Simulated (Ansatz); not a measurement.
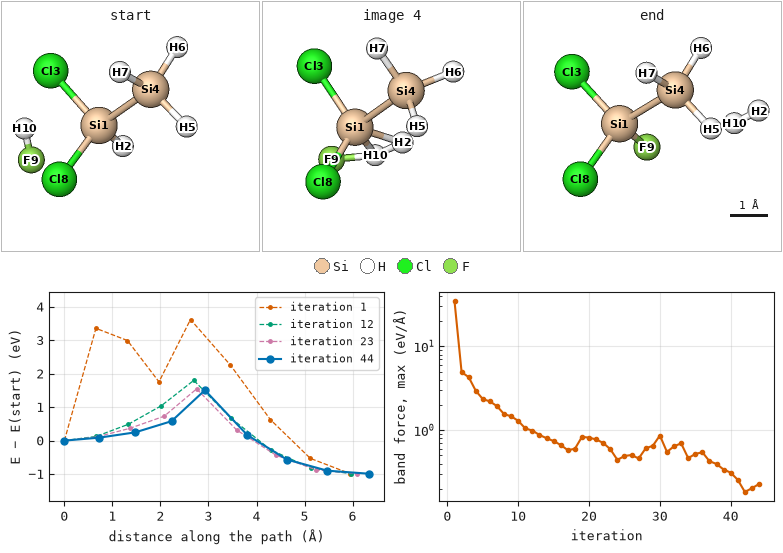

A nudged-elastic-band calculation for Si$_{2}$H$_{5}$Cl$_{2}$F, made up at the start of Si₂H₄Cl₂ and HF. Images are numbered from 0 (start) to 8 (end). The plot follows the band through its iterations. A ball-and-stick model, seen from a free direction.

The calculation used Ansatz 0.2.0, RKS PBE0-D4/def2-SVP. Run with 7 movable images; climbing image; force threshold 0.05 eV/Å; iteration limit 44; optimiser FIRE; starting path through a guess of the saddle point.

Did the band converge, and can the barrier be trusted?

Answer. The result isn't final. The band hadn't converged when the run stopped after 44 iterations. The largest component of the band force went from 35 to 0.23 eV/Å. The barrier read from it is provisional, though the highest image hardly moved in the last two iterations. The first iteration put the highest image at 3.62 eV. The highest point, image 4, lies 1.51 eV above the start and 2.50 eV above the end; the end is at −0.99 eV relative to the start.

Limits of the set-up: the start holds two separate molecules, 2.3 Å apart at their closest, whose relative position is a soft coordinate.
